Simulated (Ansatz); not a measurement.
# SiH₄Cl₃OF: single-point calculation

System: SiH₄Cl₃OF.
Method: RKS PBE0-D4/def2-TZVPP (Ansatz 0.2.0).

The geometry is the product side of a reaction. The reaction was set up to form Si1–O7, H6–F9 and H2–H8 and to break Si1–H2, H6–O7 and H8–F9 (atoms counted from 1 in the order of the input); sticks are drawn by distance alone. The geometry comes from this level: PBE0-D4/def2-TZVP.

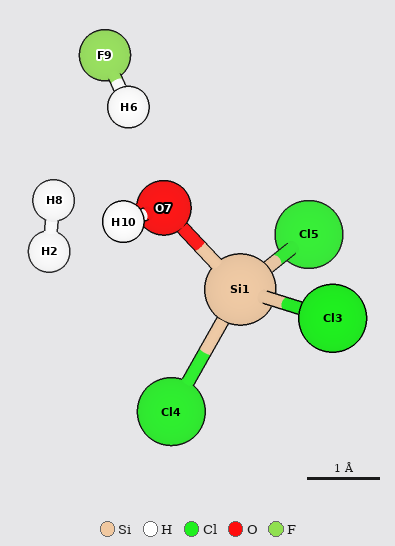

*The structure as given in the input (ball-and-stick view, seen at a tilt; atoms are numbered from 1 in the order of the input).*

Bond lengths as drawn: Cl–Si 2.01 to 2.02 Å, F–H 0.93 Å, H–H 0.75 Å, H–O 0.96 Å and O–Si 1.64 Å.

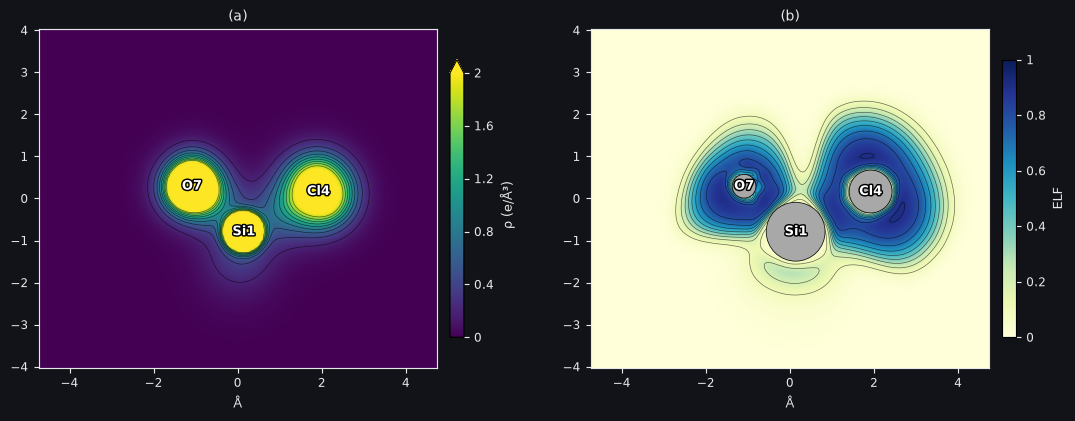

*(a) total electron density; (b) electron localisation function on the plane of atoms Cl4, Si1 and O7. Grey discs, where drawn, cover atomic cores.*

The section cuts through Si, Cl and O sites. Si–O (1.64 Å): ρ at the midpoint is about 1.2 e/Å³; the ELF peaks at about 0.90 between the atoms, which marks a polar covalent bond. Si–Cl (2.02 Å): ρ at the midpoint is about 0.98 e/Å³; the ELF peaks at about 0.85 between the atoms (a polar covalent bond).

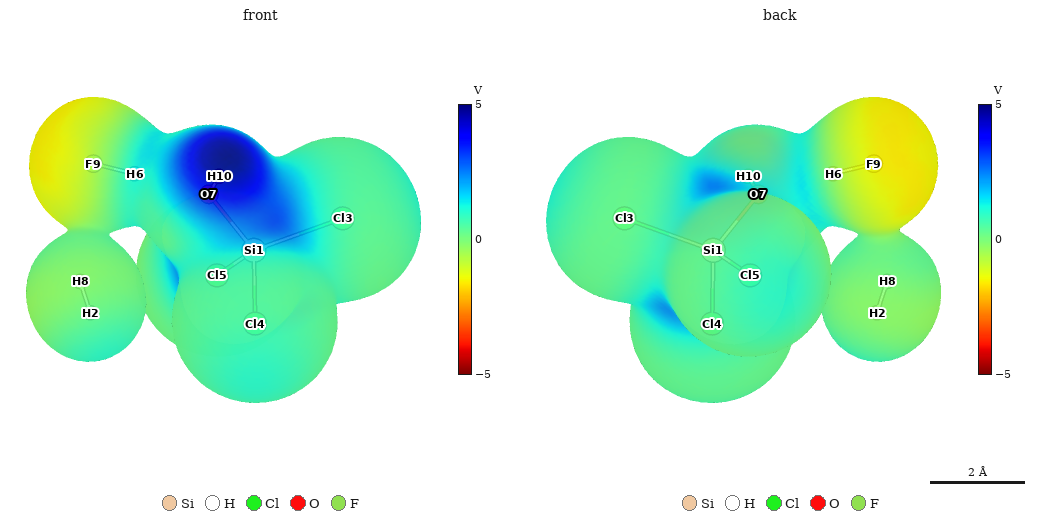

*The molecular electrostatic potential painted on the density surface at 0.004 e/bohr³, seen face on and from behind; red is negative and blue positive.*

A positive charge is drawn to the negative regions and a negative charge to the positive ones.

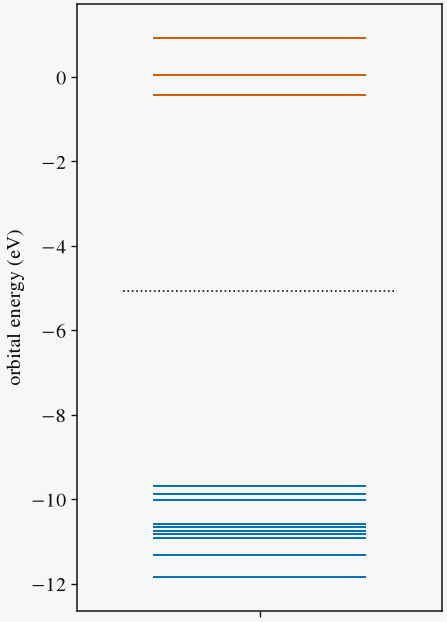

*Orbital energies near the frontier; the dotted line parts filled from empty levels, and levels within 0.02 eV of each other stand side by side.*

Highest filled −9.69 eV, lowest empty −0.43 eV, 9.26 eV apart.

These pictures come from the run below.

### The input
```yaml
crystal:
  periodic: [false, false, false]
  atoms:
    - {symbol: Si, position_ang: [-0.273159, -1.019539, -0.951157]}
    - {symbol: H, position_ang: [-0.457949, 0.151675, 2.673215]}
    - {symbol: Cl, position_ang: [-0.021307, -1.751965, -2.820919]}
    - {symbol: Cl, position_ang: [0.037559, -2.517352, 0.372783]}
    - {symbol: Cl, position_ang: [-2.105759, -0.228329, -0.729135]}
    - {symbol: H, position_ang: [0.415514, 1.755729, 0.037352]}
    - {symbol: O, position_ang: [0.778136, 0.204058, -0.683860]}
    - {symbol: H, position_ang: [-0.355681, 0.824830, 2.365555]}
    - {symbol: F, position_ang: [0.263759, 2.566862, 0.474400]}
    - {symbol: H, position_ang: [1.718888, 0.014133, -0.738233]}
basis:
  gaussian: {orbitals: def2-TZVPP}
hamiltonian: {xc: pbe0, dispersion: d4}
output: {orbitals: {seedname: orbitals}}
```

Command:
```bash
ansatz run in.yaml --threads 8 --pin off --events-out ev --progress --plain --max-ram 19148MiB
```

### The program's output
```
Functional definition: PBE0
  name "PBE0"
  cite "Adamo & Barone, J. Chem. Phys. 110, 6158 (1999) doi:10.1063/1.478522"
  cite "Perdew, Burke & Ernzerhof, Phys. Rev. Lett. 77, 3865 (1996) doi:10.1103/PhysRevLett.77.3865"
  parent pbe
  parameter a = 0.25
  parameter kappa = 0.804
  parameter beta = 0.06672455060314922
  exchange = (1 - a)*pbe_x(kappa = kappa, mu = beta*pi^2/3) + a*exact_x
  correlation = pbe_c(beta = beta)
1809 factors; their error is unknown
mean field evaluation 1: about -50258.1602 eV, gradient 5.8e1 eV
mean field evaluation 2: about -50252.0172 eV, gradient 8.5e1 eV
mean field evaluation 4: about -50263.1823 eV, gradient 3.4e0 eV
mean field evaluation 8: about -50263.1954 eV, gradient 5.2e-2 eV
mean field evaluation 16: about -50263.3246 eV, gradient 4.4e-5 eV
mean field -50263.32463506 eV, -1847.1431106334 hartree, gradient 4.4e-5 eV, S^2 0.000000; 0 other end points of the search recorded, 0 dependent functions left out
reference -50263.32466772 eV, -1847.1431118336 hartree; 43, 43 occupied and 243, 243 virtual orbitals, 1809 factors
Total energy: -50263.59248315 eV, -1847.1529538690 hartree
```

### Summary

```csv
quantity,value
outcome,converged
total energy,−50263.5925 eV
mean-field energy,−50263.3247 eV
dispersion energy,−0.2678 eV
SCF solution under orbital rotations,stable
HOMO,−9.69 eV
LUMO,−0.43 eV
hardware,"8 threads of Arm Neoverse V1, 23 GiB of memory available, shared host"
wall time,3.3 s (CPU time 24 s)
peak memory,1.1 GiB
```
